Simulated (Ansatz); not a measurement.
Si$_{3}$H$_{10}$O: several calculations on one system

## 1. Relaxation

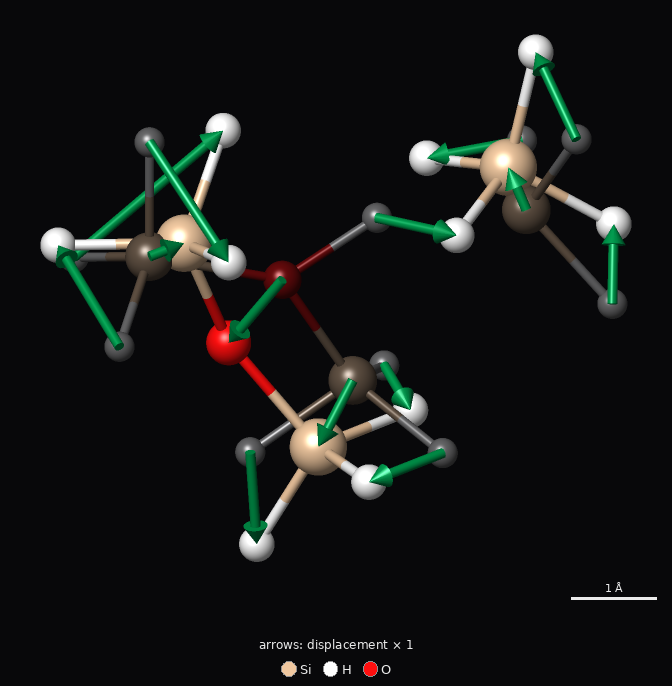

A relaxation of Si₃H₁₀O (started from a transition state, displaced along its imaginary mode). The starting structure is drawn faded, the final one solid; green arrows show the displacements, at their true length. The two geometries are superimposed by the best rigid fit.

A ball-and-stick model, seen at a tilt.

Method: Ansatz, RKS PBE0-D4/def2-TZVP. Set-up: force threshold 0.005 eV/Å; at most 200 steps.

> Describe the change and its energy.

Over 89 accepted moves (96 points after the start) the energy falls by 220.5 kJ/mol. Largest force component: 2.5 eV/Å at the start, 0.00088 eV/Å at the end. The line search rejected the trial steps at points 8, 11, 13, 50, 55, 56, 58 of the run. The forces were under the threshold at step 10, but the run went on from there. The atom that moves furthest after the best rigid fit is an H atom (2.38 Å). Largest moves by element: H 2.38 Å, O 1.15 Å, Si 0.88 Å. Near-neighbour distances that change, for instance: H–O 1.346 → 3.125 Å, H–Si 2.030 → 3.211 Å, Si–Si 2.866 → 3.983 Å, H–Si 1.859 → 1.487 Å. New bonds form, among them: H–Si (1.86 → 1.49 Å). Among the angles between lasting bonds that change: H–Si–O 91.5° → 108.7°, H–Si–O 120.6° → 109.8°, Si–O–Si 137.5° → 146.3°. Groups turn about O–Si by about 165°, O–Si by about 140°.

## 2. Relaxation

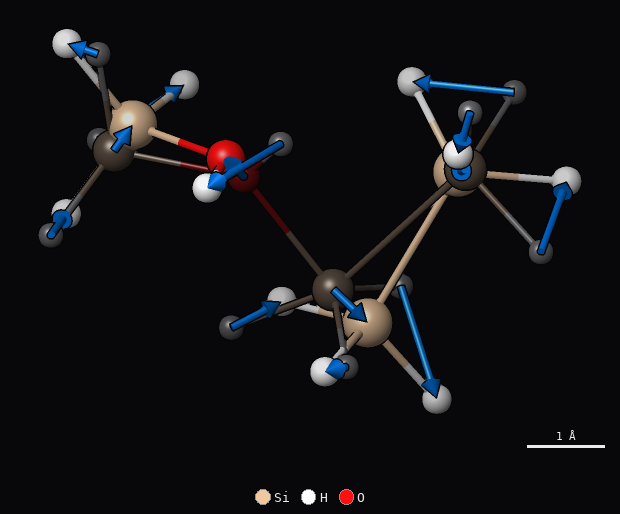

A relaxation of Si$_{3}$H$_{10}$O (started from a transition state, displaced along its imaginary mode). The starting structure is drawn faded, the final one solid; blue arrows show the displacements, at their true length. The two geometries are superimposed by the best rigid fit.

Style: ball-and-stick. Shown at a tilt.

Theory: RKS PBE0-D4/def2-TZVP in Ansatz.

Input file:
```yaml
crystal:
  periodic: [false, false, false]
  atoms:
    - {symbol: Si, position_ang: [-1.198006, -0.396262, 0.475112]}
    - {symbol: Si, position_ang: [0.716962, 0.002075, 2.172426]}
    - {symbol: H, position_ang: [-1.937650, -0.623048, -0.878112]}
    - {symbol: H, position_ang: [-1.302711, -1.713917, 1.073321]}
    - {symbol: H, position_ang: [-1.966419, 0.703788, 0.998423]}
    - {symbol: H, position_ang: [0.802449, 0.496975, -0.205809]}
    - {symbol: O, position_ang: [0.255674, 0.261016, -0.704433]}
    - {symbol: Si, position_ang: [0.360402, 0.298993, -2.456952]}
    - {symbol: H, position_ang: [1.702278, 1.143060, 2.415407]}
    - {symbol: H, position_ang: [-0.211634, 0.108629, 3.302148]}
    - {symbol: H, position_ang: [1.559946, -1.248427, 2.435320]}
    - {symbol: H, position_ang: [-0.679633, 1.219608, -2.977154]}
    - {symbol: H, position_ang: [0.189244, -1.069357, -2.976549]}
    - {symbol: H, position_ang: [1.709096, 0.816966, -2.673448]}
basis:
  gaussian: {orbitals: def2-TZVP}
hamiltonian: {xc: pbe0, dispersion: d4}
relax: {f_tol: 0.005, max_steps: 200}
```

Run as
```bash
ansatz run in.yaml --threads 8 --pin off --events-out ev --progress --plain --max-ram 19148MiB
```

> Atoms of which element are displaced furthest, and by how much?

Hydrogen: up to 1.65 Å, against 0.85 Å for oxygen.

> Describe the change and its energy.

The largest moves after the best rigid fit, 1.65 Å, are those of H4 and H6. Largest moves by element: H 1.65 Å, O 0.85 Å, Si 0.63 Å. Among the contacts that change: Si1–O7 1.984 → 3.135 Å, Si1–Si8 3.392 → 4.016 Å, Si1–Si2 2.590 → 2.345 Å, H6–O7 0.777 → 0.958 Å. Bonds break, among them: Si1–O7 (1.98 → 3.14 Å). Bond angles that change, for instance: Si2–Si1–H3 160.4° → 111.1°, Si2–Si1–H4 85.6° → 110.8°, Si1–Si2–H9 134.1° → 110.8°. Groups turn about Si1–Si2 by about 70°, O7–Si8 by about 60°. After 38 geometry steps the energy has fallen by 311.4 kJ/mol. Largest force component: 14 eV/Å at the start, 0.0018 eV/Å at the end. The run took 75 s on 8 threads of Arm Neoverse V1, on a shared host.

## 3. Reaction

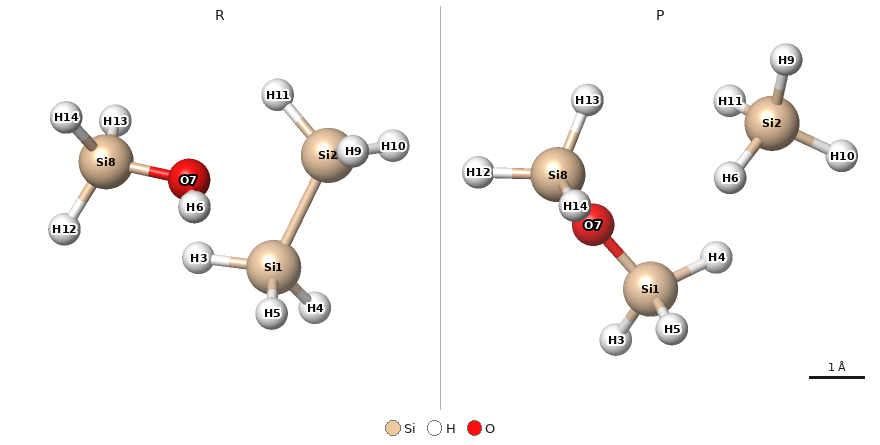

Reactant (R) and product (P) of one elementary step of Si3H10O. A ball-and-stick model, seen at a tilt.

Stationary points at PBE0-D4/def2-TZVP, single-point energies with CCSD(T)/CBS, B2PLYP, PBE-D4, CAM-B3LYP-D4 (def2-TZVPP where no basis is named; Ansatz 0.2.0). The energies are electronic, without zero-point or thermal terms, and both ends are the minima reached downhill from the saddle, with any fragments still in contact. CCSD(T)/CBS stands for a frozen-core estimate: MP2 correlation extrapolated from def2-TZVPP and def2-QZVPP, CCSD(T) minus MP2 from the smaller set.

R:
```xyz
14

Si   -1.5620   -0.3551    0.9898
Si    0.5684   -0.4730    1.9621
H    -1.5842   -1.0290   -0.3368
H    -2.5748   -1.0265    1.8522
H    -1.9920    1.0579    0.8093
H     0.3912    1.9664   -0.7850
O     0.6135    1.0344   -0.7895
Si    0.7272    0.2679   -2.2510
H     1.0913    0.8869    2.2560
H     0.4996   -1.2220    3.2487
H     1.5214   -1.1839    1.0711
H    -0.5552    0.3404   -3.0006
H     1.0596   -1.1393   -1.9378
H     1.7961    0.8751   -3.0889
```

P:
```xyz
14

Si   -1.9786   -0.3753   -0.1704
Si    1.3640    0.0509    1.9527
H    -3.1794   -1.0577   -0.7122
H    -1.5874   -1.0185    1.1107
H    -2.2867    1.0578    0.0781
H     0.6278    1.0127    1.0904
O    -0.7640   -0.5145   -1.2538
Si    0.4649    0.2394   -2.0230
H     2.7587    0.5287    2.1284
H     0.6928   -0.0291    3.2743
H     1.3695   -1.2859    1.3098
H     0.4090   -0.1104   -3.4639
H     1.7633   -0.2106   -1.4595
H     0.3461    1.7128   -1.8622
```

**Predict the saddle point between them and the barrier.**

Counted by bonded pieces, R holds SiH₄O + Si₂H₆ and P holds SiH₄ + Si₂H₆O. From R over the saddle to P, bonds form: Si1–O7 (3.14 → 1.82 → 1.63 Å), Si2–H6 (3.68 → 2.14 → 1.49 Å). Bonds break: Si1–Si2 (2.34 → 2.73 → 3.98 Å), H6–O7 (0.96 → 1.04 → 3.12 Å). The saddle has one imaginary mode, 528i cm⁻¹. With CCSD(T)/CBS the barrier is 176.6 kJ/mol from R and 276.2 kJ/mol from P, and P lies 99.6 kJ/mol below R.

| level | barrier from R (kJ/mol) | barrier from P (kJ/mol) | P less R (kJ/mol) |
| --- | --- | --- | --- |
| CCSD(T)/CBS | 176.6 | 276.2 | −99.6 |
| B2PLYP | 175.8 | 278.9 | −103.1 |
| PBE-D4 | 145.4 | 217.7 | −72.3 |
| CAM-B3LYP-D4 | 177.1 | 281.8 | −104.7 |

Against CCSD(T)/CBS, CAM-B3LYP-D4 comes closest on the barrier from R (+0.5 kJ/mol) and PBE-D4 misses most (−31.2 kJ/mol).

Saddle geometry:

```xyz
14

Si   -1.1924   -0.3460    0.3413
Si    0.7911    0.0359    2.1737
H    -2.0005   -0.6141   -0.9085
H    -1.2066   -1.6783    1.0013
H    -1.9646    0.7134    1.0291
H     0.7880    0.3573    0.0593
O     0.1452    0.2262   -0.7527
Si    0.3352    0.2917   -2.4510
H     1.7434    1.1653    2.4473
H    -0.2250    0.1122    3.2686
H     1.5736   -1.2159    2.4298
H    -0.6831    1.2116   -2.9990
H     0.1916   -1.0745   -2.9964
H     1.7041    0.8154   -2.6431
```

The saddle point in the same view, with dashed sticks for the bonds that form or break:

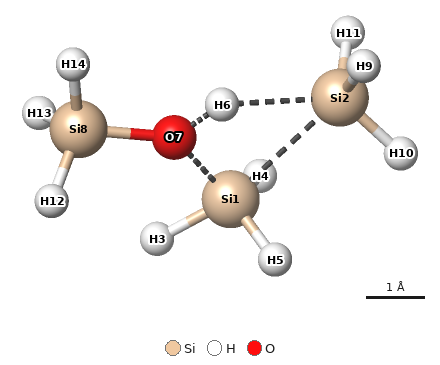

Limits of the set-up: the start holds two separate molecules, 3.0 Å apart at their closest, whose relative position is a soft coordinate.
